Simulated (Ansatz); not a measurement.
## SiH$_{4}$OF: geometry relaxation (part 2 of 2)

SiH$_{4}$OF, multiplicity 2; UKS B3LYP/6-31G* (Ansatz 0.2.0). It belongs to a series of runs on one base structure; here: end point B relaxed.

Geometry of the input (Å):
```
Si 0.0245  0.0291  -0.3353
F  0.0194  0.0031  2.4616
H  1.4195  0.0191  -0.8594
H  -0.7063  1.2310  -0.8282
H  -0.6895  -1.2118  -0.7542
O  -0.0082  -0.0434  3.8163
H  -0.5723  -0.8282  3.9577
```

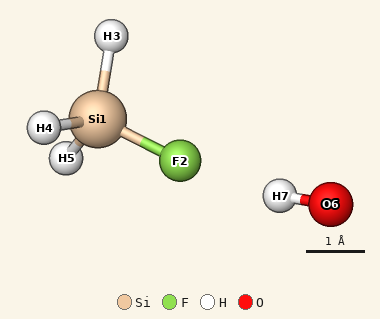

*The geometry at step 18 of the log (ball-and-stick view, seen at an oblique angle; atoms are numbered from 1 in the order of the input).*

## Trajectory as extended XYZ, continued
```
7
Properties=species:S:1:pos:R:3:forces:R:3 step=3 energy=-12701.09616
Si    0.0249    0.0324   -0.4732    0.0065   0.0070   0.0141
F     0.0778    0.0616    2.6188   -0.0345  -0.0506  -0.2111
H     1.4222    0.0202   -0.9875    0.0011  -0.0015   0.0023
H    -0.7064    1.2365   -0.9551   -0.0017  -0.0003   0.0043
H    -0.6921   -1.2112   -0.8728   -0.0004  -0.0002   0.0083
O    -0.0431   -0.0661    4.0499   -0.0469  -0.0618   0.2845
H    -0.5963   -0.8745    4.0784    0.0759   0.1073  -0.1023
7
Properties=species:S:1:pos:R:3:forces:R:3 step=5 energy=-12701.12886
Si    0.0329    0.0371   -0.3360   -0.0341  -0.0313   0.0607
F    -0.0274   -0.0337    2.3687    0.0351   0.0389  -0.4923
H     1.4273    0.0216   -0.8575   -0.0021   0.0030   0.0385
H    -0.7014    1.2388   -0.8188    0.0067  -0.0016   0.0309
H    -0.6869   -1.2084   -0.7232    0.0081   0.0105   0.0144
O     0.0026   -0.0326    3.8501   -0.0861  -0.1205   0.3508
H    -0.5601   -0.8241    3.9752    0.0724   0.1010  -0.0030
7
Properties=species:S:1:pos:R:3:forces:R:3 step=7 energy=-12702.09697
Si    0.0200    0.0115   -0.1364   -0.1051  -0.0408   2.5012
F     0.0269    0.0234    2.0096    0.2014   0.1216  -6.8216
H     1.4187   -0.0047   -0.6371   -0.0511   0.0092   0.1706
H    -0.7122    1.2247   -0.5824    0.0568  -0.0516   0.1278
H    -0.7088   -1.2304   -0.5029    0.0515   0.0615   0.0635
O    -0.0221    0.0045    3.6480   -0.2738  -0.2984   3.8580
H    -0.5355   -0.8302    3.6597    0.1202   0.1983   0.1005
7
Properties=species:S:1:pos:R:3:forces:R:3 step=9 energy=-12704.94995
Si    0.0156    0.0094    0.0186   -0.0620  -0.0250  -1.2105
F     0.0386    0.0254    1.6205    0.0933   0.0210  -0.4658
H     1.3965   -0.0053   -0.5624   -0.1642   0.0048   0.2890
H    -0.7014    1.2083   -0.5171    0.0838  -0.1297   0.2243
H    -0.7002   -1.2179   -0.4470    0.0698   0.1150   0.1391
O    -0.0301    0.0064    3.7372   -0.0632  -0.0535   1.0320
H    -0.5319   -0.8273    3.6086    0.0426   0.0675  -0.0080
7
Properties=species:S:1:pos:R:3:forces:R:3 step=11 energy=-12705.14181
Si    0.0169    0.0106   -0.1167   -0.2025  -0.2153   0.4971
F    -0.0070   -0.0341    1.5129    0.1093   0.0935  -0.3524
H     1.4152    0.0019   -0.6111   -0.0023   0.0350   0.0297
H    -0.7052    1.2214   -0.5753    0.0429   0.0209  -0.0311
H    -0.6975   -1.2168   -0.5473    0.0275   0.0258  -0.1881
O    -0.0455   -0.0398    4.1234    0.8342   1.3259   0.9783
H    -0.4899   -0.7443    3.6728   -0.8091  -1.2858  -0.9335
7
Properties=species:S:1:pos:R:3:forces:R:3 step=13 energy=-12705.20931
Si   -0.0025   -0.0149   -0.1062   -0.0278  -0.0193  -0.1927
F    -0.0433   -0.1037    1.5071   -0.0097  -0.0313   0.1283
H     1.4093    0.0061   -0.5617   -0.0035   0.0029   0.0285
H    -0.6999    1.2195   -0.5435    0.0080  -0.0042   0.0199
H    -0.6946   -1.2097   -0.6523    0.0088   0.0127  -0.0149
O    -0.0479   -0.0345    4.2250    0.1170   0.1958   0.3191
H    -0.4342   -0.6640    3.5901   -0.0929  -0.1565  -0.2882
7
Properties=species:S:1:pos:R:3:forces:R:3 step=16 energy=-12705.24073
Si   -0.0185   -0.0381   -0.1126   -0.0112  -0.0019  -0.1205
F    -0.1193   -0.2293    1.4921   -0.0163  -0.0356   0.1191
H     1.4098    0.0092   -0.5038    0.0198   0.0049   0.0099
H    -0.6993    1.2230   -0.4895   -0.0030   0.0163   0.0063
H    -0.6874   -1.1932   -0.7555   -0.0125  -0.0218  -0.0367
O    -0.0486   -0.0345    4.3003    0.1437   0.2457   0.5167
H    -0.3497   -0.5382    3.5274   -0.1205  -0.2076  -0.4948
7
Properties=species:S:1:pos:R:3:forces:R:3 step=18 energy=-12705.20983 accepted=F
Si   -0.0329   -0.0627   -0.1421   -0.1264  -0.1717   0.3481
F    -0.1990   -0.3559    1.4652    0.0708   0.0984  -0.4608
H     1.4078    0.0097   -0.4822    0.0093  -0.0079   0.0611
H    -0.7004    1.2195   -0.4683   -0.0050   0.0096   0.0428
H    -0.6798   -1.1798   -0.8798    0.0392   0.0578   0.0488
O    -0.0950   -0.1280    4.4936   -0.2715  -0.3962  -2.2088
H    -0.2137   -0.3040    3.4720    0.2836   0.4101   2.1688
7
Properties=species:S:1:pos:R:3:forces:R:3 step=20 energy=-12705.28693
Si   -0.0401   -0.0726   -0.1243   -0.0248  -0.0404  -0.0150
F    -0.2335   -0.4287    1.4502    0.0003  -0.0011   0.0303
H     1.4097    0.0110   -0.4215    0.0013  -0.0004   0.0135
H    -0.7010    1.2241   -0.4058   -0.0009   0.0009   0.0117
H    -0.6698   -1.1583   -0.9151    0.0128   0.0229  -0.0106
O    -0.0698   -0.0573    4.4080   -0.0334  -0.0583  -0.1314
H    -0.2084   -0.3192    3.4670    0.0447   0.0764   0.1014
7
Properties=species:S:1:pos:R:3:forces:R:3 step=22 energy=-12705.29312
Si   -0.0528   -0.0934   -0.1018    0.0162   0.0220  -0.0539
F    -0.2985   -0.5443    1.4390   -0.0239  -0.0361   0.1027
H     1.4070    0.0077   -0.3334    0.0144   0.0017  -0.0117
H    -0.7050    1.2191   -0.3181   -0.0071   0.0130  -0.0078
H    -0.6501   -1.1229   -0.9846   -0.0009  -0.0015  -0.0097
O    -0.0523   -0.0247    4.3555    0.0010   0.0030  -0.0303
H    -0.1615   -0.2426    3.4018    0.0003  -0.0021   0.0107
7
Properties=species:S:1:pos:R:3:forces:R:3 step=24 energy=-12705.29918
Si   -0.0722   -0.1259   -0.0338   -0.0809  -0.1541   0.1622
F    -0.4380   -0.7958    1.4178    0.0693   0.1342  -0.3166
H     1.4053    0.0016   -0.1336   -0.0842  -0.0187   0.0066
H    -0.7150    1.2118   -0.1145    0.0247  -0.0849   0.0122
H    -0.5963   -1.0260   -1.1052    0.0762   0.1298   0.1726
O     0.0522    0.1798    4.1523   -0.0836  -0.1893  -0.4706
H    -0.1490   -0.2465    3.2754    0.0786   0.1830   0.4337
7
Properties=species:S:1:pos:R:3:forces:R:3 step=26 energy=-12705.31700
Si   -0.0835   -0.1431    0.0550   -0.1278  -0.1807   0.1850
F    -0.5436   -0.9664    1.3998    0.1049   0.1519  -0.3274
H     1.3973   -0.0173    0.0588   -0.0921  -0.0087   0.0101
H    -0.7315    1.1940    0.0723    0.0451  -0.0816   0.0076
H    -0.5404   -0.9279   -1.1310    0.0705   0.1062   0.1677
O     0.1403    0.3680    3.8466   -0.2731  -0.6795  -0.7515
H    -0.1516   -0.3084    3.1569    0.2725   0.6924   0.7086
7
Properties=species:S:1:pos:R:3:forces:R:3 step=28 energy=-12705.35012
Si   -0.0964   -0.1608    0.1252    0.1306   0.1827  -0.1455
F    -0.5942   -1.0610    1.3847   -0.0851  -0.1345   0.0071
H     1.3787   -0.0231    0.1824   -0.0244  -0.0219   0.0276
H    -0.7469    1.1693    0.1879   -0.0181  -0.0268   0.0314
H    -0.4850   -0.8500   -1.1324   -0.0244  -0.0361   0.0803
O     0.2239    0.4397    3.5971   -0.0701  -0.1263  -0.0828
H    -0.1931   -0.3151    3.1135    0.0915   0.1629   0.0820
7
Properties=species:S:1:pos:R:3:forces:R:3 step=30 energy=-12705.35778
Si   -0.0985   -0.1638    0.1635   -0.0049  -0.0070  -0.0010
F    -0.6442   -1.1379    1.3529    0.0036   0.0075   0.0005
H     1.3726   -0.0392    0.2777   -0.0009   0.0020   0.0032
H    -0.7639    1.1543    0.2748    0.0025   0.0003   0.0037
H    -0.4565   -0.8071   -1.1246   -0.0002  -0.0018  -0.0051
O     0.2587    0.4890    3.4568    0.0015   0.0037   0.0025
H    -0.1812   -0.2965    3.0574   -0.0016  -0.0046  -0.0038
```

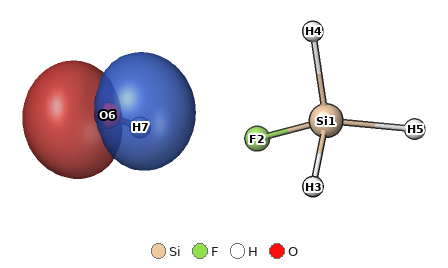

*One frontier orbital at ±0.15 Å⁻³ᐟ² (red and blue are the two phases), seen from the side.*

The HOMO (α), at −8.87 eV.

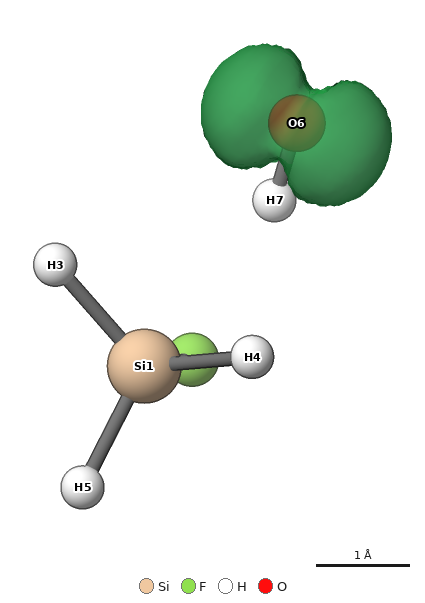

*Isosurface of the spin density at +0.08 e/Å³ (green), seen at an oblique angle.*

The unpaired spin (1 electron) lies mostly on O6 (about 1.0), in electrons by Hirshfeld's partition.

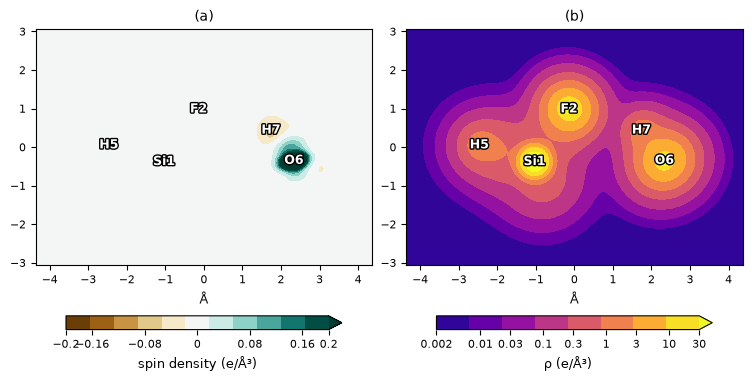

*(a) spin density (α minus β); (b) total electron density on the plane of atoms F2, Si1 and H5.*

The section cuts through Si, F, H and O sites. F2···H7 (1.96 Å): ρ is about 0.27 e/Å³ halfway, with its minimum of 0.16 e/Å³ about 1.2 Å from F; by its geometry a hydrogen bond between the two molecules, with no shared pair. Si–F (1.63 Å): ρ is about 1 e/Å³ halfway. O–H (0.98 Å): ρ is about 3.6 e/Å³ halfway, with its minimum of 2.3 e/Å³ about 0.8 Å from O. Si–H (1.48 Å): ρ at the midpoint is about 0.81 e/Å³. The unpaired spin (1 electron) lies mostly on O6 (about 1.0), in electrons by Hirshfeld's partition.

## Results in brief

| quantity | value |
| --- | --- |
| outcome | converged |
| total energy | −12705.3580 eV |
| mean-field energy | −12705.3580 eV |
| ⟨S²⟩ | 0.752 |
| largest force (length of the vector) at the end | 0.009 eV/Å |
| wall time | 3.3 min |
| peak memory | 0.15 GiB |
